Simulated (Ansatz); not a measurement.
Partial pair distribution functions of a relaxed model of amorphous Hf₁₈O₃₉Al₂, broadened by 0.06 Å; density 8.56 g/cm³. These are PBE, scalar-relativistic without spin-orbit coupling (plane waves to 420 eV, PAW; Ansatz, a first-principles code) values and carry that method's errors.

It comes from a melt-quench run on a machine-learned potential (CHGNet), relaxed afterwards by DFT. O atoms were pushed apart under 1.9 Å during the dynamics, to hinder bonds among them. The hot cell started wider than the set density and was brought back towards it in steps. It is the lowest in DFT energy of 2 quenches. It is a model cell: composition and starting density were chosen by hand, and all elements were melted together. No dispersion term was used. Its density started from a set value of 8.56 and ended at 8.56 g/cm³. The simulated quench (nominally 450 K/ps over its main leg) is rapid and tends to freeze in more defects than a deposited or slowly cooled glass has. One small periodic cell is one sample of the glass; other quenches scatter about these values. The volume was held where the preparation left it and the shape relaxed, at a PBE pressure of 0.4 GPa.

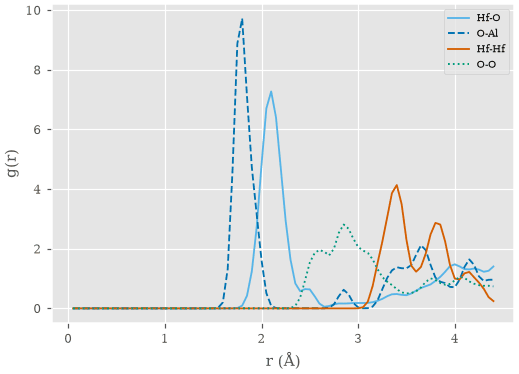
Partial pair distribution functions

Highest peaks under 4.5 Å: Hf-O near 2.10 Å, O-Al near 1.80 Å, Hf-Hf near 3.40 Å, O-O near 2.85 Å; pairs of few atoms are noisy.

Within 2.64 Å each Hf has 6.22 O neighbours on average.
